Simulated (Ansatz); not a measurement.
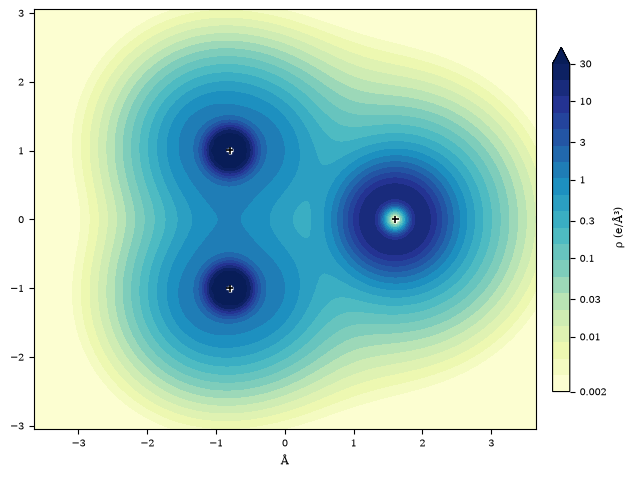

The electron density on a plane through atoms (crosses mark nuclei in the plane).

Theory: Ansatz, UKS PBE0-D4/def2-TZVP.

Candidates:
A. PbS$_{2}$ (charge +1, doublet)
B. Be$_{3}$Se$_{2}$ (charge +1, doublet)
C. Br$_{4}$Mo (triplet)

**Which system is this?**

Candidate A: PbS$_{2}$ on the molecular plane, which holds Pb and S. S–S (2.01 Å): ρ at the midpoint is about 1.1 e/Å³. Pb–S (2.60 Å): the density is about 0.43 e/Å³ at the midpoint.
